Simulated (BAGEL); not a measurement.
# CH4BFOSi (SMILES O=CB[SiH2]F) at RI-MP2/def2-SVP (density fitting with qzvpp-jkfit)

Aim: the energy change on altering one bond length of CH4BFOSi at RI-MP2/def2-SVP (density fitting with qzvpp-jkfit), from 2 runs. 

The calculation is run with BAGEL 1.2.2.

3 further runs of the same task are left out: 1 that didn't finish, 2 set aside as unsound or not needed. Runs told in other sessions of the task aren't counted.

## Step 1: Starting point

The species is CH4BFOSi (9 atoms), meant as a singlet with charge 0. SMILES: `O=CB[SiH2]F`. The shape is that of a PBE0-D4/def2-TZVP optimisation. This is one conformer, not always the lowest.

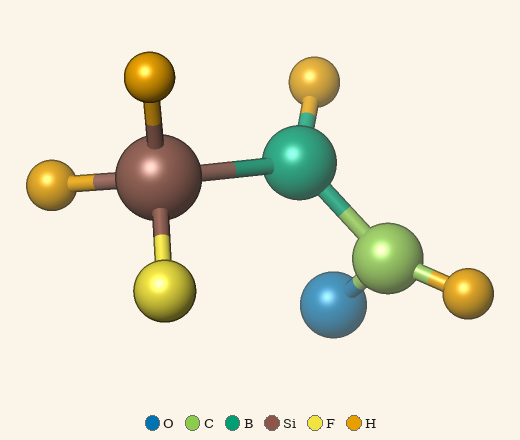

Viewed from a chosen angle; oxygen blue, carbon green, boron teal, silicon brown, fluorine yellow, hydrogen amber.

## Step 2: A single-point energy at RI-MP2/def2-SVP (density fitting with qzvpp-jkfit)

input.json reads:

```json
{ "bagel": [

{
  "title": "molecule",
  "basis": "svp",
  "df_basis": "qzvpp-jkfit",
  "angstrom": true,
  "geometry": [
    { "atom": "O", "xyz": [      -0.789500,       0.780400,       1.703800 ] },
    { "atom": "C", "xyz": [      -0.128300,       1.442100,       0.910400 ] },
    { "atom": "B", "xyz": [       0.628100,       0.188700,       0.495800 ] },
    { "atom": "Si", "xyz": [      -0.077200,      -1.007600,      -0.945000 ] },
    { "atom": "F", "xyz": [      -1.360800,      -0.349200,      -1.659700 ] },
    { "atom": "H", "xyz": [      -0.262400,       2.525000,       0.778500 ] },
    { "atom": "H", "xyz": [       1.608700,      -0.084900,       1.121700 ] },
    { "atom": "H", "xyz": [       0.964000,      -1.202600,      -1.991900 ] },
    { "atom": "H", "xyz": [      -0.494200,      -2.338100,      -0.430900 ] }
  ]
},

{
  "title": "hf"
},

{
  "title": "mp2",
  "ncore": 9
}

]}
```

Command:

```
BAGEL_NUM_THREADS=1 BAGEL input.json > input.out
```

Output:

```text
* using 1 threads per process

  ===============================================================
  ===============================================================

  *** Geometry ***

  { "atom" : "O", "xyz" : [     -1.491939,      1.474742,      3.219715 ] },
  { "atom" : "C", "xyz" : [     -0.242452,      2.725174,      1.720407 ] },
  { "atom" : "B", "xyz" : [      1.186937,      0.356591,      0.936926 ] },
  { "atom" : "Si", "xyz" : [     -0.145887,     -1.904088,     -1.785791 ] },
  { "atom" : "F", "xyz" : [     -2.571539,     -0.659892,     -3.136378 ] },
  { "atom" : "H", "xyz" : [     -0.495864,      4.771558,      1.471152 ] },
  { "atom" : "H", "xyz" : [      3.040002,     -0.160438,      2.119706 ] },
  { "atom" : "H", "xyz" : [      1.821696,     -2.272585,     -3.764145 ] },
  { "atom" : "H", "xyz" : [     -0.933903,     -4.418369,     -0.814283 ] },

  Number of auxiliary basis functions:      504

  Since a DF basis is specified, we compute 2- and 3-index integrals:
    o Being stored without compression. Storage requirement is 0.036 GB

  Number of basis functions:       94
  Number of electrons      :       46

    * METHOD: MOLECULE                             0.27

  *** RHF ***

  === Nuclear Repulsion ===
   199.7695794921

      * DIIS with orbital gradients will be used.

  === RHF iteration (svp) ===
      0       -527.56687503          0.01851810           0.10
      1       -527.69732136          0.01533339           0.10
      2       -527.82690140          0.00211479           0.10
      3       -527.83058242          0.00110427           0.10
      4       -527.83147779          0.00023392           0.10
      5       -527.83157463          0.00010984           0.10
      6       -527.83160179          0.00005624           0.10
      7       -527.83161110          0.00001702           0.10
      8       -527.83161180          0.00000631           0.10
      9       -527.83161187          0.00000347           0.10
     10       -527.83161189          0.00000154           0.10
     11       -527.83161190          0.00000087           0.10
     12       -527.83161190          0.00000046           0.10
     13       -527.83161190          0.00000022           0.10
     14       -527.83161190          0.00000009           0.09
     15       -527.83161190          0.00000004           0.09
     16       -527.83161190          0.00000003           0.09
     17       -527.83161190          0.00000001           0.09
     18       -527.83161190          0.00000001           0.10
    * SCF iteration converged.

    * Permanent dipole moment:
           (   -0.886404,    -0.669477,     0.064105) a.u.

    * METHOD: HF                                   2.06

  *** RHF ***

  === Nuclear Repulsion ===
   199.7695794921

      * DIIS with orbital gradients will be used.

  === RHF iteration (svp) ===
      0       -527.83161190          0.00000000           0.09
    * SCF iteration converged.

    * Permanent dipole moment:
           (   -0.886404,    -0.669477,     0.064105) a.u.

  === DF-MP2 calculation ===

    * freezing 9 orbitals
    * 3-index integral transformation done
    * assembly done

      MP2 correlation energy:   -0.6747380811      0.07

      MP2 total energy:       -528.5063499809

    * METHOD: MP2                                  0.28

  ===============================================================
```

It took 2.8 s on 1 thread of Arm Neoverse V1, shared host; peak memory 0.14 GiB.

## Step 3: The distorted shape, same level

job.json reads:

```json
{ "bagel" : [

{
  "title" : "molecule",
  "basis" : "svp",
  "df_basis" : "qzvpp-jkfit",
  "angstrom" : true,
  "geometry" : [
    { "atom" : "O", "xyz" : [      -0.596987,       0.681654,       1.810990 ] },
    { "atom" : "C", "xyz" : [       0.064213,       1.343354,       1.017590 ] },
    { "atom" : "B", "xyz" : [       0.820613,       0.089954,       0.602990 ] },
    { "atom" : "Si", "xyz" : [       0.115313,      -1.106346,      -0.837810 ] },
    { "atom" : "F", "xyz" : [      -1.360800,      -0.349200,      -1.659700 ] },
    { "atom" : "H", "xyz" : [      -0.069887,       2.426254,       0.885690 ] },
    { "atom" : "H", "xyz" : [       1.801213,      -0.183646,       1.228890 ] },
    { "atom" : "H", "xyz" : [       1.156513,      -1.301346,      -1.884710 ] },
    { "atom" : "H", "xyz" : [      -0.301687,      -2.436846,      -0.323710 ] }
  ]
},

{ "title" : "hf" },

{ "title" : "mp2", "ncore" : 9 }

]}
```

Command:

```
BAGEL_NUM_THREADS=1 BAGEL job.json > job.out
```

Output:

```text
* using 1 threads per process

  ===============================================================
  ===============================================================

  *** Geometry ***

  { "atom" : "O", "xyz" : [     -1.128142,      1.288139,      3.422275 ] },
  { "atom" : "C", "xyz" : [      0.121345,      2.538571,      1.922966 ] },
  { "atom" : "B", "xyz" : [      1.550734,      0.169988,      1.139486 ] },
  { "atom" : "Si", "xyz" : [      0.217910,     -2.090691,     -1.583231 ] },
  { "atom" : "F", "xyz" : [     -2.571539,     -0.659892,     -3.136378 ] },
  { "atom" : "H", "xyz" : [     -0.132067,      4.584956,      1.673712 ] },
  { "atom" : "H", "xyz" : [      3.403799,     -0.347041,      2.322266 ] },
  { "atom" : "H", "xyz" : [      2.185493,     -2.459188,     -3.561586 ] },
  { "atom" : "H", "xyz" : [     -0.570106,     -4.604972,     -0.611723 ] },

  Number of auxiliary basis functions:      504

  Since a DF basis is specified, we compute 2- and 3-index integrals:
    o Being stored without compression. Storage requirement is 0.036 GB

  Number of basis functions:       94
  Number of electrons      :       46

    * METHOD: MOLECULE                             0.28

  *** RHF ***

  === Nuclear Repulsion ===
   192.9605805972

      * DIIS with orbital gradients will be used.

  === RHF iteration (svp) ===
      0       -527.51123820          0.01940187           0.10
      1       -527.64634572          0.01648899           0.10
      2       -527.80342702          0.00206283           0.09
      3       -527.80711067          0.00109188           0.10
      4       -527.80796122          0.00024712           0.10
      5       -527.80805867          0.00011424           0.10
      6       -527.80808676          0.00005855           0.09
      7       -527.80809686          0.00001725           0.09
      8       -527.80809761          0.00000610           0.09
      9       -527.80809770          0.00000273           0.09
     10       -527.80809771          0.00000140           0.09
     11       -527.80809771          0.00000081           0.10
     12       -527.80809771          0.00000042           0.10
     13       -527.80809771          0.00000022           0.10
     14       -527.80809772          0.00000009           0.10
     15       -527.80809772          0.00000004           0.10
     16       -527.80809772          0.00000002           0.10
     17       -527.80809772          0.00000001           0.09
     18       -527.80809772          0.00000001           0.10
    * SCF iteration converged.

    * Permanent dipole moment:
           (   -1.288720,    -0.503113,    -0.195146) a.u.

    * METHOD: HF                                   2.07

  *** RHF ***

  === Nuclear Repulsion ===
   192.9605805972

      * DIIS with orbital gradients will be used.

  === RHF iteration (svp) ===
      0       -527.80809772          0.00000000           0.09
    * SCF iteration converged.

    * Permanent dipole moment:
           (   -1.288720,    -0.503113,    -0.195147) a.u.

  === DF-MP2 calculation ===

    * freezing 9 orbitals
    * 3-index integral transformation done
    * assembly done

      MP2 correlation energy:   -0.6800032793      0.07

      MP2 total energy:       -528.4881009945

    * METHOD: MP2                                  0.28

  ===============================================================
```

Run time: 2.8 s. Hardware: 1 thread of Arm Neoverse V1, shared host; peak memory 0.14 GiB.

## Step 4: What came out

Level: RI-MP2/def2-SVP (density fitting with qzvpp-jkfit), 9 core orbitals frozen.

| quantity | value |
| --- | --- |
| first shape: total energy | -528.50635 Eh |
| first shape: correlation energy (9 core orbitals frozen) | -674.7 mEh |
| distorted shape: total energy | -528.48810 Eh |
| distorted shape: correlation energy (9 core orbitals frozen) | -680.0 mEh |
| energy change with the Si4–F5 bond stretched from 1.610 to 1.851 Å | 0.497 eV |

With the Si4–F5 bond stretched from 1.610 to 1.851 Å the energy rises by 0.50 eV (11.5 kcal/mol). The first shape isn't relaxed at this level, so the change isn't measured from a minimum.
